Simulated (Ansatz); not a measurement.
# Single-point calculation of Si3N3H12O

The run: single-point calculation of Si3N3H12O, multiplicity 2. Method and program: UKS PBE0-D4/def2-TZVPP (Ansatz 0.2.0).

The geometry is the reactant side of a reaction. The reaction was set up to form Si1–N8 and N2–H7 and to break Si1–N2 and H7–N8 (atoms counted from 1 in the order of the input); sticks are drawn by distance alone. The geometry comes from this level: PBE0-D4/def2-TZVP.

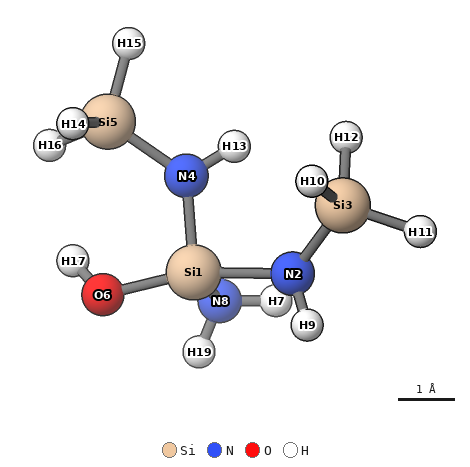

*The input geometry (ball-and-stick view, seen at a tilt; atoms are numbered from 1 in the order of the input).*

Bond lengths as drawn: H–N 1.01 to 1.02 Å, H–O 0.97 Å, H–Si 1.49 Å, N–Si 1.72 to 1.99 Å and O–Si 1.71 Å.

**Results in brief**

```json
{"quantity": "outcome", "value": "converged"}
{"quantity": "total energy", "value": "−30334.5318 eV"}
{"quantity": "mean-field energy", "value": "−30334.0478 eV"}
{"quantity": "dispersion energy", "value": "−0.4841 eV"}
{"quantity": "⟨S²⟩", "value": "0.753"}
{"quantity": "SCF solution under orbital rotations", "value": "stable"}
{"quantity": "HOMO (either spin)", "value": "−3.96 eV"}
{"quantity": "LUMO (either spin)", "value": "−0.81 eV"}
{"quantity": "hardware", "value": "4 CPU threads, shared host"}
{"quantity": "wall time", "value": "8 s (CPU time 5.7 s)"}
{"quantity": "peak memory", "value": "0.99 GiB"}
```

**The input**
```yaml
crystal:
  periodic: [false, false, false]
  atoms:
    - {symbol: Si, position_ang: [0.862752, -0.211687, 0.550234]}
    - {symbol: N, position_ang: [1.305117, -0.412176, -1.212222]}
    - {symbol: Si, position_ang: [0.801656, 0.567208, -2.542198]}
    - {symbol: N, position_ang: [-0.716802, 0.496510, 0.276424]}
    - {symbol: Si, position_ang: [-1.612389, 1.520036, 1.334510]}
    - {symbol: O, position_ang: [0.860351, -0.149597, 2.256957]}
    - {symbol: H, position_ang: [0.411853, -2.530105, -0.317084]}
    - {symbol: N, position_ang: [0.356825, -2.138652, 0.618607]}
    - {symbol: H, position_ang: [2.282534, -0.666521, -1.292298]}
    - {symbol: H, position_ang: [1.067533, 2.027395, -2.393250]}
    - {symbol: H, position_ang: [1.475175, 0.111170, -3.789923]}
    - {symbol: H, position_ang: [-0.673304, 0.426723, -2.732532]}
    - {symbol: H, position_ang: [-1.060021, 0.497844, -0.675088]}
    - {symbol: H, position_ang: [-0.940330, 2.804862, 1.665157]}
    - {symbol: H, position_ang: [-2.920092, 1.814447, 0.689044]}
    - {symbol: H, position_ang: [-1.885173, 0.829586, 2.631971]}
    - {symbol: H, position_ang: [0.011620, -0.123420, 2.719687]}
    - {symbol: H, position_ang: [-0.597048, -2.217644, 0.964004]}
    - {symbol: H, position_ang: [0.969844, -2.645980, 1.248204]}
basis:
  gaussian: {orbitals: def2-TZVPP}
magnetization: {spin_polarized: true, initial_magnetization: 1}
hamiltonian: {xc: pbe0, dispersion: d4}
output: {orbitals: {seedname: orbitals}}
```

Launch command:
```bash
ansatz run in.yaml --threads 4 --pin off --events-out ev --progress --plain --max-ram 66560MiB --backend cuda --devices 0, --max-vram 37GiB
```

**Log**
```
Functional definition: PBE0
  name "PBE0"
  cite "Adamo & Barone, J. Chem. Phys. 110, 6158 (1999) doi:10.1063/1.478522"
  cite "Perdew, Burke & Ernzerhof, Phys. Rev. Lett. 77, 3865 (1996) doi:10.1103/PhysRevLett.77.3865"
  parent pbe
  parameter a = 0.25
  parameter kappa = 0.804
  parameter beta = 0.06672455060314922
  exchange = (1 - a)*pbe_x(kappa = kappa, mu = beta*pi^2/3) + a*exact_x
  correlation = pbe_c(beta = beta)
2197 factors; their error is unknown
mean field evaluation 1: about -30314.7585 eV, gradient 7.3e1 eV
mean field evaluation 2: about -30280.9771 eV, gradient 1.1e2 eV
mean field evaluation 4: about -30333.7952 eV, gradient 7.0e0 eV
mean field evaluation 8: about -30333.9861 eV, gradient 1.8e-1 eV
mean field evaluation 16: about -30334.0477 eV, gradient 1.1e-3 eV
mean field -30334.04772697 eV, -1114.7556928100 hartree, gradient 4.6e-5 eV, S^2 0.752683; 0 other end points of the search recorded, 0 dependent functions left out
reference -30334.04777250 eV, -1114.7556944833 hartree; 42, 41 occupied and 376, 377 virtual orbitals, 2197 factors
Total energy: -30334.53182581 eV, -1114.7734831145 hartree
```

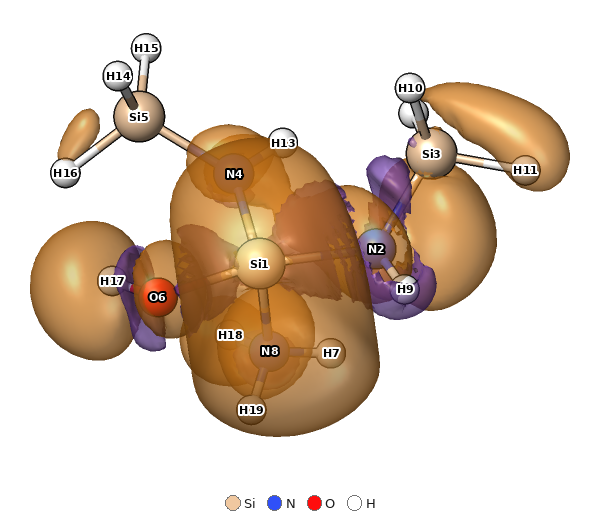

*Isosurfaces of the spin density at +0.002 (orange) and −0.002 e/Å³ (purple), seen at a tilt.*

The unpaired spin (1 electron) lies mostly on Si1 (about 0.6), N2 (about 0.1) and O6 (about 0.1), in electrons by Hirshfeld's partition.

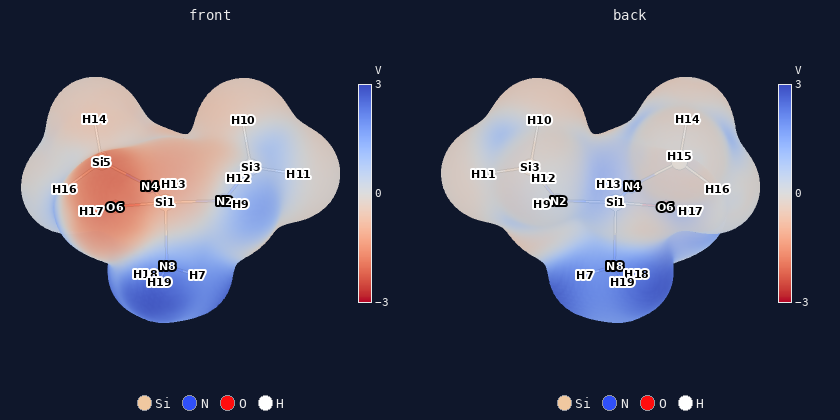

*The molecular electrostatic potential painted on the density surface at 0.002 e/bohr³, seen at a tilt and from behind; the colour scale runs from red (negative) to blue (positive).*

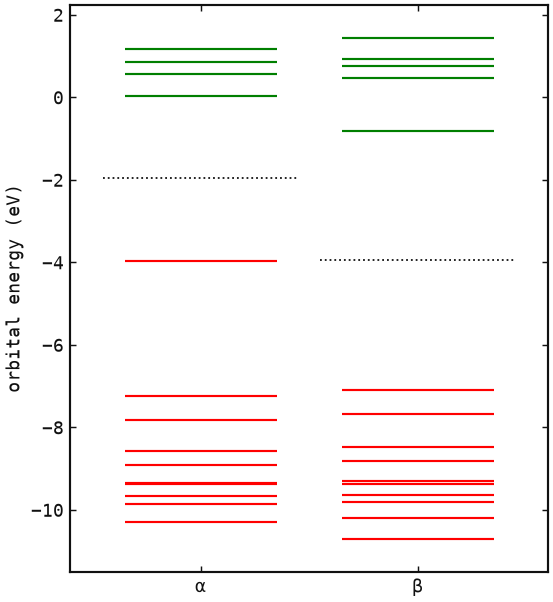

*Orbital energies near the frontier for α and β spins; the dotted line parts filled from empty levels, and levels within 0.02 eV of each other stand side by side.*

α: highest filled −3.96 eV, lowest empty 0.03 eV, 3.99 eV apart; β: highest filled −7.09 eV, lowest empty −0.81 eV, 6.28 eV apart.
